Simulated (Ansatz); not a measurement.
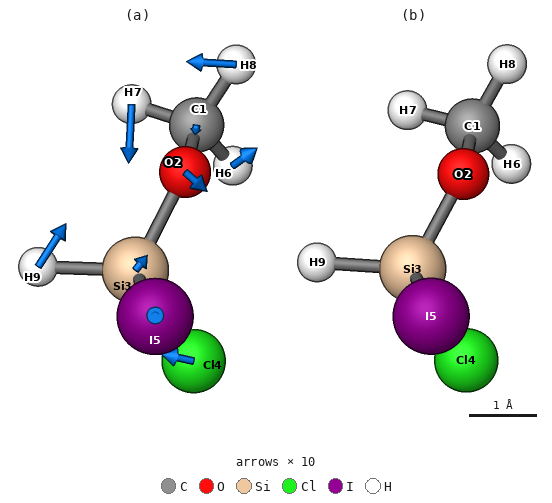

The structure of CH4ClIOSi before (left) and after (right) a relaxation, at one scale. The blue arrows give the displacements, magnified 10 times.

The picture is a ball-and-stick view, seen from a free direction.

The start comes from PBE-D4/def2-SVP.

These are results of RKS PBE0-D4/def2-TZVP (Ansatz), not measurements.

The input:
```yaml
crystal:
  periodic: [false, false, false]
  atoms:
    - {symbol: C, position_ang: [-0.575260, 0.138387, 1.334756]}
    - {symbol: O, position_ang: [-0.279047, 0.697360, 0.059779]}
    - {symbol: Si, position_ang: [0.606861, -0.060435, -1.121989]}
    - {symbol: Cl, position_ang: [-0.199251, -1.936381, -1.517818]}
    - {symbol: I, position_ang: [0.486586, 1.377588, -3.090119]}
    - {symbol: H, position_ang: [-1.095050, -0.840211, 1.242361]}
    - {symbol: H, position_ang: [0.344541, -0.006518, 1.944728]}
    - {symbol: H, position_ang: [-1.240879, 0.844476, 1.869186]}
    - {symbol: H, position_ang: [2.040099, -0.260466, -0.737984]}
basis:
  gaussian: {orbitals: def2-TZVP}
hamiltonian: {xc: pbe0, dispersion: d4}
relax: {f_tol: 0.005, max_steps: 150}
```

Question: Summarise the run.

Answer: Over 10 accepted moves (11 points after the start) the energy falls by 1.48 kcal/mol. The largest force component goes from 0.64 to 0.0044 eV/Å. The line search rejected the trial step at point 4 of the run. The largest move after the best rigid fit is that of H7, 0.091 Å. Largest moves by element: H 0.091 Å, Cl 0.053 Å, O 0.047 Å, I 0.037 Å, Si 0.031 Å, C 0.016 Å. Near-neighbour distances that change, for instance: O2–Si3 1.660 → 1.620 Å, Si3–Cl4 2.080 → 2.048 Å, Si3–I5 2.440 → 2.414 Å, Si3–H9 1.497 → 1.477 Å. The run took about 6 core-minutes on a shared host.
